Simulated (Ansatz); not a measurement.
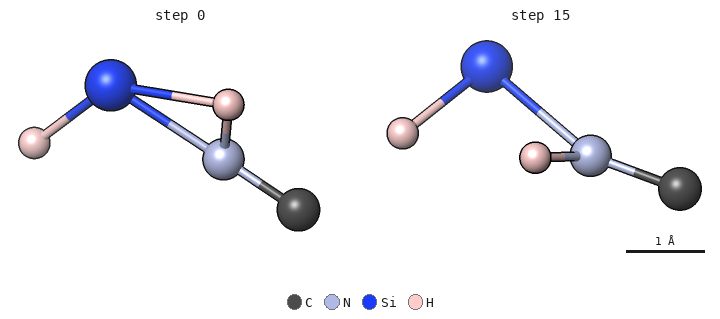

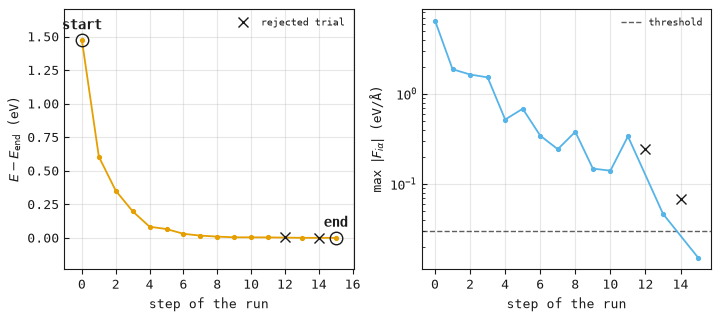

First and last geometry of a relaxation of CH₂NSi (multiplicity 2), with the history of the run. The picture is a ball-and-stick view, seen at a tilt.

It is one of the separated reactants of a reaction.

The calculation used UKS PBE-D4/def2-SVP in Ansatz. (force threshold 0.03 eV/Å; at most 250 steps)

Q: What do the curves and the structures tell?

A: It converged. After 13 accepted moves (15 points after the start) the energy has fallen by 1.472 eV. Largest force component: 6.5 eV/Å at the start, 0.015 eV/Å at the end. The line search rejected the trial steps at points 12, 14 of the run. The largest move after the best rigid fit is that of an H atom, 0.96 Å. By element the largest moves are H 0.96 Å, Si 0.88 Å, C 0.38 Å, N 0.10 Å. Near-neighbour distances that change, for instance: H–Si 1.744 → 2.173 Å, N–Si 1.731 → 1.987 Å, H–Si 1.482 → 1.554 Å, C–N 1.175 → 1.238 Å. Bond angles that change, for instance: N–Si–H 108.1° → 86.0°, C–N–Si 173.9° → 153.1°, C–N–H 102.1° → 119.5°.

```json
{"step": "0", "E − E(0), eV": "0.0000", "largest force component, eV/Å": "6.4855", "note": ""}
{"step": "1", "E − E(0), eV": "-0.8675", "largest force component, eV/Å": "1.8757", "note": ""}
{"step": "2", "E − E(0), eV": "-1.1207", "largest force component, eV/Å": "1.6385", "note": ""}
{"step": "3", "E − E(0), eV": "-1.2741", "largest force component, eV/Å": "1.5230", "note": ""}
{"step": "4", "E − E(0), eV": "-1.3890", "largest force component, eV/Å": "0.5193", "note": ""}
{"step": "5", "E − E(0), eV": "-1.4062", "largest force component, eV/Å": "0.6840", "note": ""}
{"step": "6", "E − E(0), eV": "-1.4417", "largest force component, eV/Å": "0.3440", "note": ""}
{"step": "7", "E − E(0), eV": "-1.4553", "largest force component, eV/Å": "0.2435", "note": ""}
{"step": "8", "E − E(0), eV": "-1.4625", "largest force component, eV/Å": "0.3803", "note": ""}
{"step": "9", "E − E(0), eV": "-1.4678", "largest force component, eV/Å": "0.1484", "note": ""}
{"step": "10", "E − E(0), eV": "-1.4681", "largest force component, eV/Å": "0.1409", "note": ""}
{"step": "11", "E − E(0), eV": "-1.4684", "largest force component, eV/Å": "0.3383", "note": ""}
{"step": "12", "E − E(0), eV": "-1.4680", "largest force component, eV/Å": "0.2456", "note": "rejected"}
{"step": "13", "E − E(0), eV": "-1.4716", "largest force component, eV/Å": "0.0468", "note": ""}
{"step": "14", "E − E(0), eV": "-1.4714", "largest force component, eV/Å": "0.0676", "note": "rejected"}
{"step": "15", "E − E(0), eV": "-1.4720", "largest force component, eV/Å": "0.0153", "note": ""}
```
